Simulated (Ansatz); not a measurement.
# LiZnF3 in R-3c, a phase reached by a soft mode: a soft mode frozen in, part 2 of 3

Wanted: the energy along a soft mode of LiZnF3 in R-3c, a phase reached by a soft mode and the structure at the end.

Ansatz 0.2.0; DFT PBEsol, scalar-relativistic, plane waves, PAW; PAW set soft_1.

So far. Step 4 (The mode frozen in, largest atomic shift 0.6 Å): The run ends at a pressure of -1.89 GPa, with forces up to 0.20 eV/Å. Step 5 (Energy along the mode, all amplitudes (two of the runs …): The lowest of the steps tried is the last one, at 0.6 Å, 15.2 meV/atom below the parent; the bottom of the well need not coincide with a step.

The structure was built from a prototype and need not be the compound's stable phase.

## Step 6: Relaxation from the frozen mode

Starting from the lowest point found, all atoms and the cell are let go, so that strain and other modes of the same symmetry can join in.

The input, input.yaml:

```yaml
crystal:
  lattice:
    - [2.5913554486, 1.4961197658, 4.6156195409]
    - [-2.5913554486, 1.4961197658, 4.6156195409]
    - [0.0, -2.9922395316, 4.6156195409]
  atoms:
    - { symbol: Li, position: [0.7933311278, 0.7933311278, 0.7933311278] }
    - { symbol: Li, position: [0.2933311278, 0.2933311278, 0.2933311278] }
    - { symbol: Zn, position: [0.5020331956, 0.5020331956, 0.5020331956] }
    - { symbol: Zn, position: [0.0020331956, 0.0020331956, 0.0020331956] }
    - { symbol: F, position: [0.2263603201, 0.8947041156, 0.6061100483] }
    - { symbol: F, position: [0.7263603201, 0.1061100483, 0.3947041156] }
    - { symbol: F, position: [0.6061100483, 0.2263603201, 0.8947041156] }
    - { symbol: F, position: [0.3947041156, 0.7263603201, 0.1061100483] }
    - { symbol: F, position: [0.8947041156, 0.6061100483, 0.2263603201] }
    - { symbol: F, position: [0.1061100483, 0.3947041156, 0.7263603201] }
kpoints:
  mp_grid: { grid: [6, 6, 6] }
hamiltonian:
  xc: pbesol
  pseudopotentials: { kind: paw, azcp: { folder: soft_1 }, xc_functional: pbe }
scf:
  occupations: { method: fixed }
output:
  forces: true
  stress: true
  eigenvalues: true
relax:
  adjacent_minimum: "off"
  f_tol: 0.002
  max_steps: 120
  cell: { stress_tol: 0.03 }
```

The run is started by

```bash
$ ansatz run input.yaml --threads 4 --pin off --max-ram 16384MiB --backend cpu --events-out ev --progress --plain --runs-dir out
```

Numbers of over 12 decimals in the logs are rounded to 6 here.

Log:

```text
[...]
Crystal: 10 atoms, lattice volume = 107.368 Å³
Basis set: ecut = 420 eV, 2109 PW (Γ), exchange–correlation on 80×80×80 points (8 copies of the dense FFT grid, shifted against one another)
Bands: 46, of which v1, the nominal top of the filled ones, is band 36 counted from 1 (35 counted from 0)
Symmetry: 6 space group operations
[...]
k-points: 32 of 216 (time reversal used)
[...]
SCF iter   1: F=—  HF=-11788.665854 eV  |F-HF|=—  |Δ(HF+E_count)|=         —  Δρ=1.97e-1  dr2=2.52e1  ethr=3.10e-3  ⟨swp⟩=4.6  Hψ=6052  notcnv=0  defer=253
[...]
SCF iter  10: F=-11779.196644 eV  HF=-11779.196644 eV  |F-HF|=4.74e-9  |Δ(HF+E_count)|=   2.31e-7  Δρ=2.23e-6  dr2=4.66e-9  ethr=1.39e-10  ⟨swp⟩=11.8  Hψ=8092  notcnv=0
SCF 1 converged in 10 iterations: F = -11779.196644 eV  dr2 = 4.66e-9
[...]
relax step   1: F+E_penalty+E_count = -11779.19664423 eV  Δ(F+E_penalty+E_count) = +0.000e0 eV  max|allowed force component| = 1.987e-1 eV/Å  Δτ_max = 0.0000 Å  P = -1.889 GPa  Ω = 107.368 Å³  (10 SCF iters, dr2 threshold 1.00e-7 eV, accepted)
Crystal: 10 atoms, lattice volume = 106.180 Å³
Basis set: ecut = 420 eV, 2091 PW (Γ), exchange–correlation on 80×80×80 points (8 copies of the dense FFT grid, shifted against one another)
[...]
iter 1 solved again at ethr=1.36e-5 eV; its pass at ethr=3.10e-3 eV (dr2=9.82e-3 eV) is discarded
[...]
SCF iter   6: F=-11779.233330 eV  HF=-11779.233330 eV  |F-HF|=1.62e-7  |Δ(HF+E_count)|=   1.11e-6  Δρ=2.01e-5  dr2=4.88e-7  ethr=1.39e-9  ⟨swp⟩=9.7  Hψ=8315  notcnv=0
SCF 2 converged in 6 iterations: F = -11779.233330 eV  dr2 = 4.88e-7
relax step   2: F+E_penalty+E_count = -11779.23333031 eV  Δ(F+E_penalty+E_count) = -3.669e-2 eV  max|allowed force component| = 1.787e-1 eV/Å  Δτ_max = 0.0183 Å  P = -1.136 GPa  Ω = 106.180 Å³  energy of the carried Pulay correction = +3.853e-3 eV  (6 SCF iters, dr2 threshold 1.00e-6 eV, accepted)
Crystal: 10 atoms, lattice volume = 103.068 Å³
Basis set: ecut = 420 eV, 2049 PW (Γ), exchange–correlation on 80×80×80 points (8 copies of the dense FFT grid, shifted against one another)
[...]
SCF iter   7: F=-11779.275854 eV  HF=-11779.275854 eV  |F-HF|=1.83e-7  |Δ(HF+E_count)|=   2.35e-6  Δρ=1.91e-5  dr2=3.97e-7  ethr=1.39e-9  ⟨swp⟩=10.9  Hψ=7749  notcnv=0
SCF 3 converged in 7 iterations: F = -11779.275854 eV  dr2 = 3.97e-7
relax step   3: F+E_penalty+E_count = -11779.27585374 eV  Δ(F+E_penalty+E_count) = -4.252e-2 eV  max|allowed force component| = 1.545e-1 eV/Å  Δτ_max = 0.0477 Å  P = +0.534 GPa  Ω = 103.068 Å³  energy of the carried Pulay correction = +1.416e-2 eV  (7 SCF iters, dr2 threshold 1.00e-6 eV, accepted)
[...]
relax step   4: F+E_penalty+E_count = -11779.27944883 eV  Δ(F+E_penalty+E_count) = -3.595e-3 eV  max|allowed force component| = 1.179e-1 eV/Å  Δτ_max = 0.0108 Å  P = +0.263 GPa  Ω = 103.215 Å³  energy of the carried Pulay correction = +1.366e-2 eV  (6 SCF iters, dr2 threshold 1.00e-6 eV, accepted)
[...]
relax step   5: F+E_penalty+E_count = -11779.28422537 eV  Δ(F+E_penalty+E_count) = -4.777e-3 eV  max|allowed force component| = 7.565e-3 eV/Å  Δτ_max = 0.0285 Å  P = +0.080 GPa  Ω = 103.175 Å³  energy of the carried Pulay correction = +1.380e-2 eV  (7 SCF iters, dr2 threshold 8.68e-7 eV, accepted)
[...]
relax step   6: F+E_penalty+E_count = -11779.28392210 eV  Δ(F+E_penalty+E_count) = +3.033e-4 eV  max|allowed force component| = 3.845e-3 eV/Å  Δτ_max = 0.0034 Å  P = -0.035 GPa  Ω = 103.289 Å³  energy of the carried Pulay correction = +1.342e-2 eV  (5 SCF iters, dr2 threshold 2.91e-8 eV, accepted)
[...]
relax step   7: F+E_penalty+E_count = -11779.28400778 eV  Δ(F+E_penalty+E_count) = -8.568e-5 eV  max|allowed force component| = 6.035e-4 eV/Å  Δτ_max = 0.0009 Å  P = -0.002 GPa  Ω = 103.267 Å³  energy of the carried Pulay correction = +1.349e-2 eV  (6 SCF iters, dr2 threshold 3.00e-9 eV, accepted)
[...]
relax step   8: F+E_penalty+E_count = -11779.27330765 eV  Δ(F+E_penalty+E_count) = +1.070e-2 eV  max|allowed force component| = 1.570e-3 eV/Å  Δτ_max = 0.0000 Å  P = -0.190 GPa  Ω = 103.267 Å³  stress off target by 2.15e-1 GPa  SCF on the basis re-selected at this cell (its energy is not comparable with the rows above)  (7 SCF iters)
[...]
relax step   9: F+E_penalty+E_count = -11779.27434318 eV  Δ(F+E_penalty+E_count) = -1.036e-3 eV  max|allowed force component| = 1.205e-3 eV/Å  Δτ_max = 0.0023 Å  P = +0.013 GPa  Ω = 103.006 Å³  energy of the carried Pulay correction = +8.738e-4 eV  (6 SCF iters, dr2 threshold 1.16e-7 eV, accepted)
[...]
SCF iter   1: F=—  HF=-11779.273595 eV  |F-HF|=—  |Δ(HF+E_count)|=         —  Δρ=2.18e-5  dr2=8.65e-8  ethr=2.36e-7  ⟨swp⟩=3.1  Hψ=9160  notcnv=0  defer=256
eigensolver tolerance schedule: the retry pair's looser diagonalisation over-reported the residual by 1960.85 of it (diagonalisation noise at 0.18 of the residual, at the tolerance the schedule requests for it); recorded, not acted on — ethr = c·dr2/N_el stays at c = 1.0e-1
[...]
SCF iter   2: F=—  HF=-11779.273594 eV  |F-HF|=—  |Δ(HF+E_count)|=   5.54e-7  Δρ=1.29e-5  dr2=5.79e-8  ethr=1.20e-10  ⟨swp⟩=2.7  Hψ=2699  notcnv=0  defer=225
[...]
SCF iter   6: F=-11779.273594 eV  HF=-11779.273594 eV  |F-HF|=1.64e-11  |Δ(HF+E_count)|=  2.29e-10  Δρ=1.34e-7  dr2=1.18e-11  ethr=1.00e-12  ⟨swp⟩=10.9  Hψ=8751  notcnv=0
SCF 10 converged in 6 iterations: F = -11779.273594 eV  dr2 = 1.18e-11
relax step  10: F+E_penalty+E_count = -11779.27359436 eV  Δ(F+E_penalty+E_count) = +7.488e-4 eV  max|allowed force component| = 1.148e-3 eV/Å  Δτ_max = 0.0000 Å  P = +0.004 GPa  Ω = 103.006 Å³  stress off target by 1.40e-2 GPa  SCF on the basis re-selected at this cell (its energy is not comparable with the rows above)  (6 SCF iters)
[...]
SCF converged after 6 iterations
Free energy (F): -11779.273594 eV
[...]
Internal energy: -11779.273594 eV  (E = F + TS)
E sigma→0 (E₀):  -11779.273594 eV
Fermi energy:    2.927250 eV
[...]
--- Forces (eV/Å), atoms counted from 1 ---
  atom   1  Li     0.00000000     0.00000000    -0.00113750
  atom   2  Li    -0.00000000    -0.00000000    -0.00113750
  atom   3  Zn    -0.00000000    -0.00000000     0.00046138
  atom   4  Zn     0.00000000    -0.00000000     0.00046138
  atom   5  F     -0.00114814    -0.00019656     0.00022545
  atom   6  F     -0.00074429    -0.00089604     0.00022545
  atom   7  F      0.00074429    -0.00089604     0.00022545
  atom   8  F      0.00114814    -0.00019656     0.00022545
  atom   9  F      0.00040385     0.00109259     0.00022545
  atom  10  F     -0.00040385     0.00109259     0.00022545
  max |Σ_I F_I| component: 4.53e-7 eV/Å
--- Stress (GPa, compression-positive) ---
       -0.000655      -0.000000      -0.000000
       -0.000000      -0.000655       0.000000
       -0.000000       0.000000       0.013997
  P = ⅓ Tr σ = 0.0042 GPa (0.042 kbar)
--- Band table (eV; the first three rows and the last of 32) ---
  k-point 0: bands = [... 32 lower, 2.0526, 2.0526, 2.9273, 2.9273, 7.2660, 11.9522, 13.6219, 14.8221, ... 6 higher]
  k-point 1: bands = [... 32 lower, 2.0451, 2.1167, 2.8385, 2.8424, 7.6734, 11.8609, 13.3940, 14.2119, ... 6 higher]
  k-point 2: bands = [... 32 lower, 2.0811, 2.2490, 2.5866, 2.6490, 8.6655, 11.0793, 13.6628, 13.6697, ... 6 higher]
  k-point 31: bands = [... 32 lower, 2.3532, 2.3532, 2.3532, 2.3532, 9.6307, 9.6307, 14.0991, 14.0991, ... 6 higher]
--- Relaxed structure (8 steps of the walk, 8 accepted, 2 SCFs on fresh bases) ---
  F+E_penalty+E_count = -11779.27359436 eV   max|allowed force component| = 1.148e-3 eV/Å   (the final SCF, on the basis selected at the relaxed cell)
  cell:  # Å, volume = 103.0057 Å³
    - [2.542379, 1.467843, 4.600342]
    - [-2.542379, 1.467843, 4.600342]
    - [0, -2.935686, 4.600342]
  atoms:
    - { symbol: Li, position: [0.798579, 0.798579, 0.798579] }
    - { symbol: Li, position: [0.298579, 0.298579, 0.298579] }
    - { symbol: Zn, position: [0.505808, 0.505808, 0.505808] }
    - { symbol: Zn, position: [0.00580843, 0.00580843, 0.00580843] }
    - { symbol: F, position: [0.213406, 0.906684, 0.598062] }
    - { symbol: F, position: [0.713406, 0.098062, 0.406684] }
    - { symbol: F, position: [0.598062, 0.213406, 0.906684] }
    - { symbol: F, position: [0.406684, 0.713406, 0.098062] }
    - { symbol: F, position: [0.906684, 0.598062, 0.213406] }
    - { symbol: F, position: [0.098062, 0.406684, 0.713406] }
```

It took 32 s on 4 threads of Intel Xeon Platinum 8375C at 2.90GHz (Ice Lake), shared host; peak memory 0.57 GiB; 2 min of CPU time.

Relaxation path:

| step | energy less that of the first step (eV) | largest force component (eV/Å) | pressure (GPa) | volume (Å³) |
| --- | --- | --- | --- | --- |
| 1 | 0.0000 | 0.1987 | -1.89 | 107.37 |
| 2 | -0.0367 | 0.1787 | -1.14 | 106.18 |
| 3 | -0.0792 | 0.1545 | 0.53 | 103.07 |
| 4 | -0.0828 | 0.1179 | 0.26 | 103.21 |
| 5 | -0.0876 | 0.0076 | 0.08 | 103.17 |
| 6 | -0.0873 | 0.0038 | -0.03 | 103.29 |
| 7 | -0.0874 | 0.0006 | 0.00 | 103.27 |
| 8* | -0.0767 | 0.0016 | -0.19 | 103.27 |
| 9 | -0.0777 | 0.0012 | 0.01 | 103.01 |
| 10* | -0.0770 | 0.0011 | 0.00 | 103.01 |

Relaxation steps marked * repeat the geometry before them on a plane-wave basis chosen anew for their cell, so energy and pressure can jump there.

The run keeps the 6 symmetry operations that it works with, so distortions that break them were not tested.

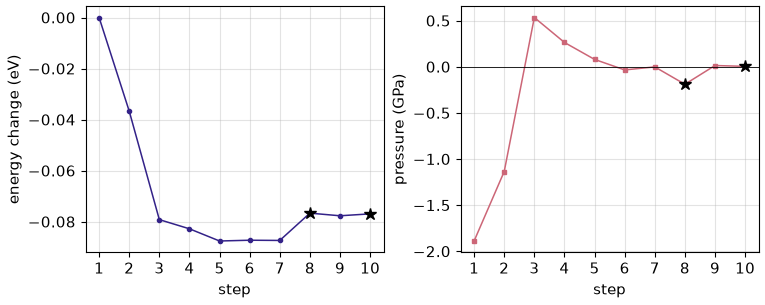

Energy and pressure along the relaxation. Stars mark steps on a basis chosen anew.

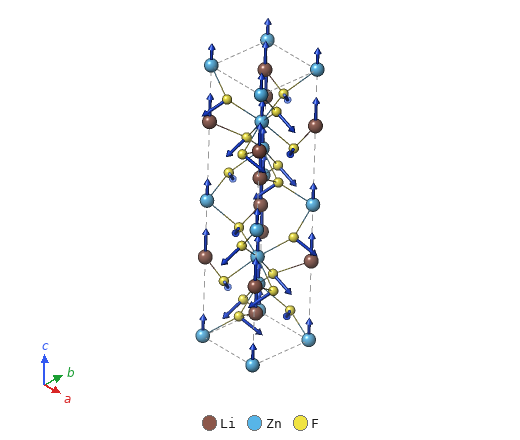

Displacements in the relaxation, exaggerated, measured against the changing cell; the longest in the cell stands for 0.08 Å. Bonds to atoms that aren't drawn are left out. Some periodic images of atoms are drawn too.

| conventional cell, symmetrised | before | after | change |
| --- | --- | --- | --- |
| a (Å) | 5.183 | 5.085 | -1.9 % |
| b (Å) | 5.183 | 5.085 | -1.9 % |
| c (Å) | 13.847 | 13.801 | -0.3 % |
| volume (Å³/atom) | 10.74 | 10.30 | -4.1 % |

The atoms that moved most (Å, as changes of fractional coordinates times the final cell):

| atom | dx | dy | dz | length |
| --- | --- | --- | --- | --- |
| F6 | -0.012 | -0.066 | -0.042 | 0.079 |
| F7 | 0.012 | -0.066 | -0.042 | 0.079 |
| F10 | -0.051 | 0.044 | -0.042 | 0.079 |
| F9 | 0.051 | 0.044 | -0.042 | 0.079 |
| F8 | 0.063 | 0.022 | -0.042 | 0.079 |
| F5 | -0.063 | 0.022 | -0.042 | 0.079 |
| Li1 | 0.000 | 0.000 | 0.072 | 0.072 |
| Li2 | 0.000 | 0.000 | 0.072 | 0.072 |

This step gave:

| Quantity | Value |
| --- | --- |
| pressure | 0.004229 GPa |
| gap on the k-mesh | 4.339 eV |
| volume per atom | 10.30 Å³ |

The distorted start has space group R3c; the relaxation ends in R3c.

## Step 7: The new phase in its own primitive cell

The relaxed structure is symmetrised, reduced to its primitive cell and relaxed tightly, as its phonons need.

The input, input.yaml:

```yaml
crystal:
  lattice:
    - [2.54237892, 1.4678431539, 4.600341919]
    - [-2.54237892, 1.4678431539, 4.600341919]
    - [0.0, -2.9356863077, 4.600341919]
  atoms:
    - { symbol: Li, position: [0.2014207178, 0.2014207178, 0.2014207178] }
    - { symbol: Li, position: [0.7014207178, 0.7014207178, 0.7014207178] }
    - { symbol: Zn, position: [0.4941915707, 0.4941915707, 0.4941915707] }
    - { symbol: Zn, position: [0.9941915707, 0.9941915707, 0.9941915707] }
    - { symbol: F, position: [0.4019384578, 0.093316199, 0.7865942472] }
    - { symbol: F, position: [0.593316199, 0.9019384578, 0.2865942472] }
    - { symbol: F, position: [0.093316199, 0.7865942472, 0.4019384578] }
    - { symbol: F, position: [0.9019384578, 0.2865942472, 0.593316199] }
    - { symbol: F, position: [0.7865942472, 0.4019384578, 0.093316199] }
    - { symbol: F, position: [0.2865942472, 0.593316199, 0.9019384578] }
kpoints:
  mp_grid: { grid: [6, 6, 6] }
hamiltonian:
  xc: pbesol
  pseudopotentials: { kind: paw, azcp: { folder: soft_1 }, xc_functional: pbe }
scf:
  occupations: { method: fixed }
output:
  forces: true
  stress: true
  eigenvalues: true
relax:
  adjacent_minimum: "off"
  f_tol: 0.001
  max_steps: 60
  cell: { stress_tol: 0.01 }
```

Log:

```text
[...]
Crystal: 10 atoms, lattice volume = 103.006 Å³
Basis set: ecut = 420 eV, 2049 PW (Γ), exchange–correlation on 80×80×80 points (8 copies of the dense FFT grid, shifted against one another)
Bands: 46, of which v1, the nominal top of the filled ones, is band 36 counted from 1 (35 counted from 0)
Symmetry: 6 space group operations
[...]
k-points: 32 of 216 (time reversal used)
[...]
- { symbol: Zn, position: [0.494186, 0.494186, 0.494186] }
    - { symbol: Zn, position: [0.994186, 0.994186, 0.994186] }
    - { symbol: F, position: [0.401920, 0.093306, 0.786622] }
    - { symbol: F, position: [0.593306, 0.901920, 0.286622] }
    - { symbol: F, position: [0.093306, 0.786622, 0.401920] }
    - { symbol: F, position: [0.901920, 0.286622, 0.593306] }
    - { symbol: F, position: [0.786622, 0.401920, 0.093306] }
    - { symbol: F, position: [0.286622, 0.593306, 0.901920] }
[key lines of the parts left out:]
SCF converged after 7 iterations
Free energy (F): -11779.273588 eV
Fermi energy:    2.926869 eV
P = ⅓ Tr σ = 0.0024 GPa (0.024 kbar)
```

It took 10 s on 4 threads; peak memory 0.55 GiB.

Little changed from the start: no atom moved by 0.005 Å and no cell edge by 0.1 %.

This step gave:

- pressure: 0.002363 GPa
- direct gap on mesh: 4.339 eV

The largest force component left is 0.64 meV/Å and the pressure is 0.002 GPa, within the tolerances set. The cell now holds 10.30 Å³/atom.

(Part 2 of 3 ends here.)

[Logs are printed without paths, hosts, clocks, repeated set-up lines and the standing remarks that a program may print on its own settings, such as how far it seeks lower states.]

[Hosts, paths, dates, database ids (printed as entryN), source tags and the programs' standing remarks are cut or masked in the printed files.]
